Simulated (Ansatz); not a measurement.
# Which site? a vacancy of C in (8,8) carbon nanotube bundle (192 atoms), part 2 of 3

At which site of (8,8) carbon nanotube bundle (192 atoms) does a vacancy of C cost least, and what about the site decides it?

Ansatz 0.2.0; Kohn-Sham DFT, PBEsol, PAW (set soft_2), plane waves.

The cell: 192 C. The Brillouin zone is sampled at Γ only, in a cell whose shortest periodic width is 12 Å.

So far. Step 2 (Single point at the start): The r.m.s. force at the start is 3.3 eV/Å. Step 3 (Relaxation): The relaxation converged after 5 steps, 36.0 eV below its start, with a largest force component of 0.043 eV/Å.

## Step 4: Single point at the relaxed geometry

The electronic structure is read at the final geometry, in a run of its own.

The input, input.yaml:

```yaml
crystal:
  lattice:
    - [14.15015, 0.0, 0.0]
    - [-7.07508, 12.25439, 0.0]
    - [0.0, 0.0, 14.76]
  atoms:
    - { symbol: C, position: [0.40989, 0.05864, 0.08376] }
    - { symbol: C, position: [0.42881, 0.1158, 0.00042] }
    - { symbol: C, position: [0.44379, 0.22244, 0.00038] }
    - { symbol: C, position: [0.43981, 0.27087, 0.08366] }
    - { symbol: C, position: [0.40935, 0.35211, 0.08371] }
    - { symbol: C, position: [0.38362, 0.38449, 0.00038] }
    [... 180 atom lines left out ...]
    - { symbol: C, position: [0.00036, 0.61694, 0.00044] }
    - { symbol: C, position: [0.05848, 0.64959, 0.91711] }
    - { symbol: C, position: [0.17006, 0.73097, 0.91709] }
    - { symbol: C, position: [0.22244, 0.77929, 0.83375] }
    - { symbol: C, position: [0.314, 0.88602, 0.00044] }
    - { symbol: C, position: [0.35227, 0.94323, 0.91708] }
kpoints:
  mp_grid: { grid: [1, 1, 1] }
hamiltonian:
  xc: pbesol
scf:
  occupations: { method: gaussian, width: 0.05 }
output:
  forces: true
  stress: true
  populations: intrinsic
  dos:
    method: { smearing: { sigma: 0.08 } }
    de: 0.1
    projected: { site_lists: { C: [C] } }
  eigenvalues: true
  write_density: true
  write_potential: true
  volumetric_format: npy
```

The run is started by

```
$ ansatz run input.yaml --threads 8 --pin off --max-ram 15872MiB --backend cpu --events-out ev --progress --plain --runs-dir out
```

Numbers of over 12 decimals in the logs are rounded to 6 here.

The log of the run:

```text
[...]
Crystal: 192 atoms, lattice volume = 2559.406 Å³
Basis set: ecut = 420 eV, 49963 PW (Γ), exchange–correlation on 192×192×200 points (8 copies of the dense FFT grid, shifted against one another)
Bands: 576, of which v1, the nominal top of the filled ones, is band 384 counted from 1 (383 counted from 0)
Symmetry: 1 space group operations
[...]
k-points: 1
[...]
SCF iter   1: F=—  HF=-47350.181754 eV  |F-HF|=—  |Δ(HF+E_count)|=         —  Δρ=4.26e-3  dr2=8.47e-1  ethr=1.77e-3  ⟨swp⟩=7.0  Hψ=2658  notcnv=0  defer=141
[...]
SCF iter  10: F=-47350.203876 eV  HF=-47350.203876 eV  |F-HF|=1.04e-7  |Δ(HF+E_count)|=   2.74e-7  Δρ=1.21e-6  dr2=2.38e-8  ethr=1.30e-11  ⟨swp⟩=34.0  Hψ=7149  notcnv=0
SCF 1 converged in 10 iterations: F = -47350.203876 eV  dr2 = 2.38e-8
[...]
WARN: The output density's exchange-correlation potential varies sharply where the density is thin. Do not read a vacuum level from v_tot or v_xc, or from such a field of the output density. On a cell that repeats whose density bears no net charge and no dipole along the vacuum's axis use v_es (v_loc + v_h of the components); [...]
SCF converged after 10 iterations
Free energy (F): -47350.203876 eV
[...]
Internal energy: -47350.203876 eV  (E = F + TS)
E sigma→0 (E₀):  -47350.203876 eV
Entropy (-TS):   -0.000000 eV (-0.000 meV/atom)
Fermi energy:    3.158691 eV
[...]
--- Forces (eV/Å), atoms counted from 1 ---
  atom   1  C     -0.00382264    -0.00979016     0.00254581
  atom   2  C     -0.00942495     0.02029068    -0.01061685
  atom   3  C     -0.00249069    -0.01061970    -0.00722024
  atom   4  C     -0.00475918    -0.00454854     0.02047033
  atom   5  C      0.00429369    -0.00599276     0.00161548
  atom   6  C      0.00666359    -0.00649719    -0.00516957
  atom   7  C     -0.00759815    -0.00524741    -0.00191378
  atom   8  C     -0.01497269    -0.00178299     0.01222729
  atom   9  C      0.00672576    -0.00432074    -0.01356636
  atom  10  C      0.01309289    -0.00203309     0.00666910
  atom  11  C      0.00512397     0.00137063     0.00156383
  atom  12  C     -0.00285315    -0.01128333    -0.00535704
  atom  13  C      0.00284123     0.00113127    -0.01628530
  atom  14  C      0.00117941     0.00207221    -0.00102283
[...]
atom 191  C     -0.00708764    -0.00299376    -0.01025175
  atom 192  C     -0.00158352     0.00113993    -0.00534104
  max |Σ_I F_I| component: 5.84e-6 eV/Å
--- Stress (GPa, compression-positive) ---
        0.352968       0.002564      -0.011954
        0.002564       0.537940       0.003222
       -0.011954       0.003222       0.756882
  P = ⅓ Tr σ = 0.5493 GPa (5.493 kbar)
--- Band table (eV) ---
[...]
--- intrinsic populations: 192 sites ---
  site symbol       q [e]
     0      C      4.0008
     1      C      3.9999
     2      C      4.0001
[...]
191      C      4.0007
  spilling = -0.000000 (of n_electrons = 768.000000)
```

Wall time 45 s (8 threads of Arm Neoverse V2, shared host); peak memory 3.8 GiB.

The program notes that the exchange-correlation potential is rough where the density is thin.

Read from the output:

* free energy: -47350.2039 eV
* free energy per atom: -246.6156 eV/atom
* SCF cycles: 10
* pressure: 0.5493 GPa
* r.m.s. force component: 0.01041 eV/Å
* longest force: 0.04444 eV/Å
* Fermi energy: 3.159 eV

Intrinsic-atomic-orbital charges by element:

```tsv
element	coordination	atoms	mean charge (e)	spread	least	most
C	all	192	0	8.0e-4	-0.0016	0.0015
```

Density of states as counts of states in windows of 1 eV (from the Fermi level), total and the larger projections:

```tsv
from (eV)	to (eV)	total	C p	C s
-14	-13	18.0	10.2	7.6
-13	-12	34.6	22.2	12.0
-12	-11	35.8	24.2	11.2
-11	-10	36.2	27.8	8.1
-10	-9	27.3	20.9	6.2
-9	-8	44.0	38.2	5.4
-8	-7	66.6	60.1	5.5
-7	-6	76.2	72.7	2.8
-6	-5	80.8	77.6	2.6
-5	-4	57.4	56.0	1.1
-4	-3	35.3	35.1	0.1
-3	-2	59.4	59.1	0.2
-2	-1	8.5	8.4	0.0
-1	0	11.9	11.8	0.0
0	1	7.4	7.3	0.0
1	2	37.9	36.2	0.3
2	3	31.5	30.2	0.2
3	4	27.2	20.2	0.3
4	5	38.3	18.9	0.9
```

The curve was stored every 0.100 eV, coarse against its broadening of 0.08 eV, so these counts are rough.

Between -20 and -14 eV lie 176 more states.

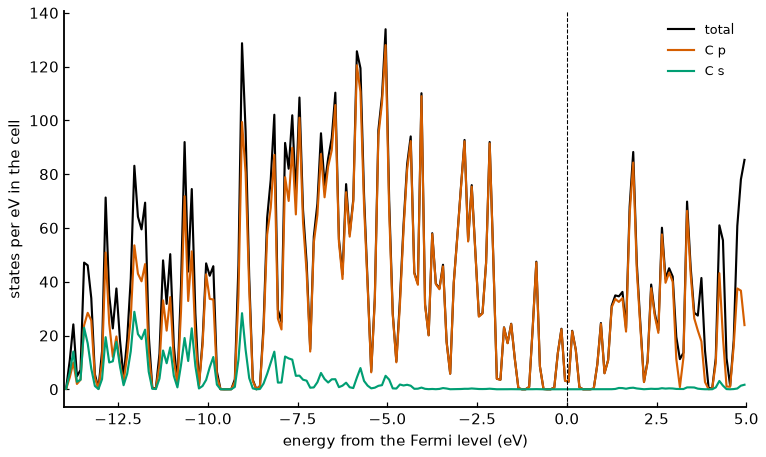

Total and projected density of states, with the broadening of the input.

The levels nearest the highest filled one (over half full), pooled over k-points and spins:

```tsv
level less the highest filled one (eV)	occupation
-0.695	2
-0.694	2
-0.688	2
-0.688	2
-4.0e-4	2
0	2
0.362	0
0.363	0
1.12	0
1.12	0
1.41	0
1.41	0
```

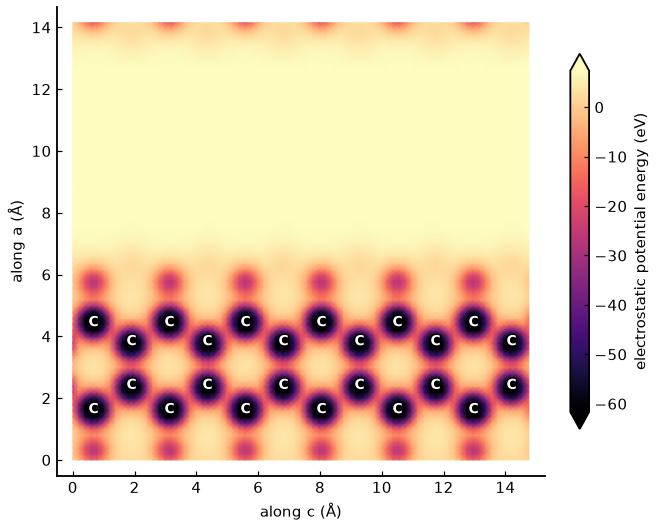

Electrostatic potential energy in the ca plane at fractional y = 0.430, with atoms of C within 0.2 Å of it. With pseudopotentials it is smooth inside the atoms' cores, unlike the true potential. The map starts off the cell's origin, so that atoms lie inside it.

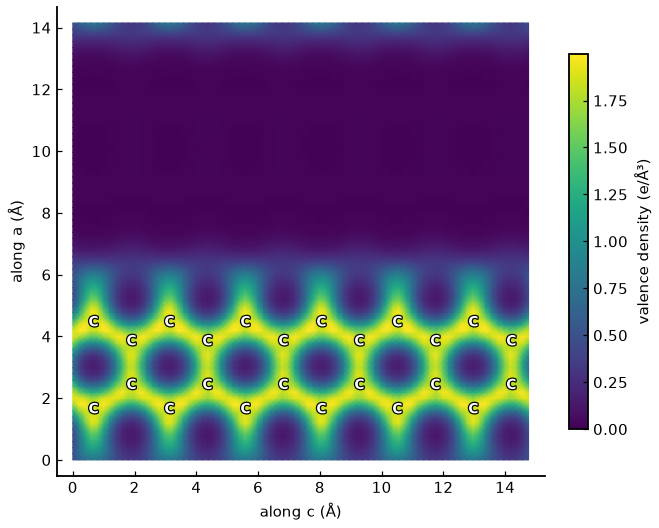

Valence density in the ca plane at fractional y = 0.430, with atoms of C within 0.2 Å of it. It is the smooth field of the valence electrons, not physical close to the nuclei. The map starts off the cell's origin, so that atoms lie inside it.

No gap is quoted: a carbon tube of such indices can be metallic, and the k-points needn't hold the crossing of its bands. Intrinsic-atomic-orbital charges run from -0.00 to +0.00 e. Within 0.4 eV of the Fermi level the largest share is C p (100 % of the projected weight).

## Step 5: Vacancy of C, site C1

The site has 3 bonded neighbours (C3) at 1.42 Å on average, by cutoffs that count no bonds between two metal atoms or like ions. The change is made in the relaxed cell and the atoms are relaxed again.

The input, input.yaml:

```yaml
crystal:
  lattice:
    - [14.15015, 0.0, 0.0]
    - [-7.07508, 12.25439, 0.0]
    - [0.0, 0.0, 14.76]
  atoms:
    - { symbol: C, position: [0.42881, 0.1158, 0.00042] }
    - { symbol: C, position: [0.44379, 0.22244, 0.00038] }
    - { symbol: C, position: [0.43981, 0.27087, 0.08366] }
    - { symbol: C, position: [0.40935, 0.35211, 0.08371] }
    [... atom lines 5 to 191 left out ...]
kpoints:
  mp_grid: { grid: [1, 1, 1] }
hamiltonian:
  xc: pbesol
scf:
  occupations: { method: gaussian, width: 0.05 }
output:
  forces: true
  eigenvalues: true
relax:
  f_tol: 0.05
  max_steps: 90
```

The log of the run:

```text
[...]
Crystal: 191 atoms, lattice volume = 2559.406 Å³
Basis set: ecut = 420 eV, 49963 PW (Γ), exchange–correlation on 192×192×200 points (8 copies of the dense FFT grid, shifted against one another)
Bands: 573, of which v1, the nominal top of the filled ones, is band 382 counted from 1 (381 counted from 0)
Symmetry: 1 space group operations
[...]
k-points: 1
[...]
SCF iter   1: F=—  HF=-47095.513557 eV  |F-HF|=—  |Δ(HF+E_count)|=         —  Δρ=6.10e-3  dr2=1.99e0  ethr=1.77e-3  ⟨swp⟩=8.0  Hψ=2891  notcnv=0  defer=143
[...]
SCF iter  15: F=—  HF=-47095.408054 eV  |F-HF|=—  |Δ(HF+E_count)|=   1.98e-5  Δρ=5.28e-5  dr2=1.35e-4  ethr=1.61e-7  ⟨swp⟩=2.0  Hψ=393  notcnv=0  defer=179
SCF iter  16: F=-47095.408007 eV  HF=-47095.408057 eV  |F-HF|=5.01e-5  |Δ(HF+E_count)|=   2.23e-6  Δρ=3.67e-5  dr2=6.22e-5  ethr=8.18e-9  ⟨swp⟩=26.0  Hψ=5054  notcnv=0
SCF 1 converged in 16 iterations: F = -47095.408007 eV  dr2 = 6.22e-5
[...]
relax step   1: F+E_penalty+E_count = -47095.40800651 eV  Δ(F+E_penalty+E_count) = +0.000e0 eV  max|allowed force component| = 1.952e0 eV/Å  Δτ_max = 0.0000 Å  (16 SCF iters, dr2 threshold 6.25e-5 eV, accepted)
[...]
relax step   2: F+E_penalty+E_count = -47095.76500736 eV  Δ(F+E_penalty+E_count) = -3.570e-1 eV  max|allowed force component| = 9.957e-1 eV/Å  Δτ_max = 0.0921 Å  (9 SCF iters, dr2 threshold 1.00e-4 eV, accepted)
[...]
relax step   3: F+E_penalty+E_count = -47095.99172921 eV  Δ(F+E_penalty+E_count) = -2.267e-1 eV  max|allowed force component| = 5.327e-1 eV/Å  Δτ_max = 0.1949 Å  (11 SCF iters, dr2 threshold 6.20e-5 eV, accepted)
relax step   4: F+E_penalty+E_count = -47096.03102485 eV  Δ(F+E_penalty+E_count) = -3.930e-2 eV  max|allowed force component| = 5.042e-1 eV/Å  Δτ_max = 0.0806 Å  (9 SCF iters, dr2 threshold 7.39e-5 eV, accepted)
relax step   5: F+E_penalty+E_count = -47096.08402194 eV  Δ(F+E_penalty+E_count) = -5.300e-2 eV  max|allowed force component| = 7.402e-1 eV/Å  Δτ_max = 0.0729 Å  (8 SCF iters, dr2 threshold 7.28e-5 eV, accepted)
relax step   6: F+E_penalty+E_count = -47096.26675376 eV  Δ(F+E_penalty+E_count) = -1.827e-1 eV  max|allowed force component| = 1.522e0 eV/Å  Δτ_max = 0.0979 Å  (7 SCF iters, dr2 threshold 1.00e-4 eV, accepted)
relax step   7: F+E_penalty+E_count = -47096.65621502 eV  Δ(F+E_penalty+E_count) = -3.895e-1 eV  max|allowed force component| = 2.082e0 eV/Å  Δτ_max = 0.1361 Å  (8 SCF iters, dr2 threshold 1.00e-4 eV, accepted)
relax step   8: F+E_penalty+E_count = -47097.04200200 eV  Δ(F+E_penalty+E_count) = -3.858e-1 eV  max|allowed force component| = 1.665e0 eV/Å  Δτ_max = 0.1159 Å  (8 SCF iters, dr2 threshold 1.00e-4 eV, accepted)
relax step   9: F+E_penalty+E_count = -47097.08884840 eV  Δ(F+E_penalty+E_count) = -4.685e-2 eV  max|allowed force component| = 2.514e0 eV/Å  Δτ_max = 0.1948 Å  (6 SCF iters, dr2 threshold 1.00e-4 eV, accepted)
relax step  10: F+E_penalty+E_count = -47097.23206776 eV  Δ(F+E_penalty+E_count) = -1.432e-1 eV  max|allowed force component| = 1.012e0 eV/Å  Δτ_max = 0.1100 Å  (7 SCF iters, dr2 threshold 1.00e-4 eV, accepted)
relax step  11: F+E_penalty+E_count = -47097.27907048 eV  Δ(F+E_penalty+E_count) = -4.700e-2 eV  max|allowed force component| = 2.479e-1 eV/Å  Δτ_max = 0.0391 Å  (7 SCF iters, dr2 threshold 1.00e-4 eV, accepted)
relax step  12: F+E_penalty+E_count = -47097.28223724 eV  Δ(F+E_penalty+E_count) = -3.167e-3 eV  max|allowed force component| = 2.537e-1 eV/Å  Δτ_max = 0.0254 Å  (7 SCF iters, dr2 threshold 3.84e-6 eV, accepted)
relax step  13: F+E_penalty+E_count = -47097.28561116 eV  Δ(F+E_penalty+E_count) = -3.374e-3 eV  max|allowed force component| = 2.427e-2 eV/Å  Δτ_max = 0.0083 Å  (6 SCF iters, dr2 threshold 4.02e-6 eV, accepted)
[...]
relax step  14: F+E_penalty+E_count = -47097.28561239 eV  Δ(F+E_penalty+E_count) = -1.230e-6 eV  max|allowed force component| = 2.428e-2 eV/Å  Δτ_max = 0.0000 Å  (5 SCF iters, accepted)
SCF converged after 5 iterations
Free energy (F): -47097.285612 eV
[...]
Internal energy: -47097.281887 eV  (E = F + TS)
E sigma→0 (E₀):  -47097.283750 eV
Entropy (-TS):   -0.003725 eV (-0.020 meV/atom)
Fermi energy:    3.059853 eV
[...]
Σ components = -47097.285612   (vs F -47097.285612, Δ=0.00e0)
--- Forces (eV/Å), atoms counted from 1 ---
  atom   1  C      0.01504219    -0.01192757    -0.01951714
  atom   2  C     -0.01100131     0.00997995     0.01071023
  atom   3  C      0.01133912    -0.00860022    -0.00799206
  atom   4  C     -0.00296654     0.00140755     0.00798202
[...]
atom 191  C     -0.00119045     0.00934861     0.00463126
  max |Σ_I F_I| component: 3.12e-5 eV/Å
--- Band table (eV) ---
[...]
--- Relaxed structure (14 steps of the walk, 14 accepted, 0 SCFs on fresh bases) ---
  F+E_penalty+E_count = -47097.28561239 eV   max|allowed force component| = 2.428e-2 eV/Å
  atoms:
    - { symbol: C, position: [0.399923, 0.080880, 0.00956556] }
    - { symbol: C, position: [0.416098, 0.190433, 0.00921657] }
    - { symbol: C, position: [0.426335, 0.253846, 0.087847] }
    - { symbol: C, position: [0.397532, 0.335668, 0.087308] }
[...]
- { symbol: C, position: [0.355640, 0.934762, 0.911281] }
```

Elapsed: 6.3 min, on 8 threads; peak memory 3.8 GiB; 48 min of CPU time.

The relaxation converged after 14 steps, 1.88 eV below its start, with a largest force component of 0.024 eV/Å.

The surroundings of the place of the removed atom, after relaxation: 11 atoms, nearest first, with positions taken from that point. Atoms keep their numbers of the cell before the removal, where the removed atom was number 1.

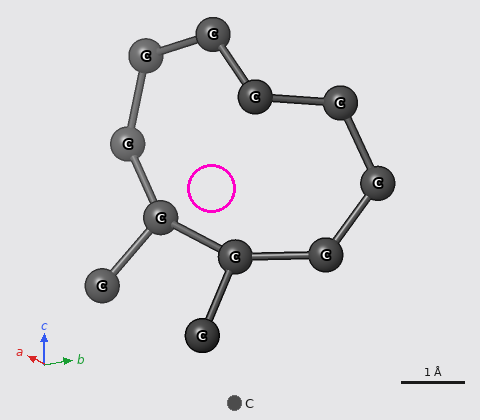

The atoms of the table, within 2.7 Å (arrows a, b, c point along x, y, z); some may hide others. A ring marks the centre wherever it is empty.

```tsv
atom	x	y	z	distance (Å)	bonds
C32	-0.33	-1.09	-0.26	1.16	3
C2	-0.30	0.27	-1.10	1.17	3
C34	0.28	0.93	1.33	1.64	2
C31	-0.44	-1.74	1.07	2.09	3
C3	-0.84	1.62	-1.10	2.13	3
C161	0.07	-0.13	-2.44	2.44	3
C191	-0.21	-2.07	-1.29	2.45	3
C35	-0.54	2.04	1.29	2.47	3
C33	0.25	0.16	2.47	2.49	3
C4	-1.15	2.39	0.06	2.65	3
C64	-0.07	-1.22	2.37	2.67	3
```

The column of bonds counts only the pairs C-C within 1.82 Å; other neighbours, such as metal atoms beside each other in a compound, aren't counted, and periodic images can show an atom twice.

The largest move is 0.53 Å, by C32.

## Step 6: Vacancy of C, site C140

The site has 3 bonded neighbours (C3) at 1.42 Å on average. 

Input and log are left out; they have the form of those shown for this kind of step.

Wall time 5.6 min (8 threads of Arm Neoverse V2, shared host); peak memory 3.8 GiB; 43 min of CPU time.

The relaxation converged after 12 steps, 1.87 eV below its start, with a largest force component of 0.015 eV/Å.

(Part 2 of 3 ends here.)

[Logs are printed without paths, hosts, clocks, repeated set-up lines and the standing remarks that a program may print on its own settings, such as how far it seeks lower states.]

[Hosts, paths, dates, database ids (printed as entryN), source tags and the programs' standing remarks are cut or masked in the printed files.]
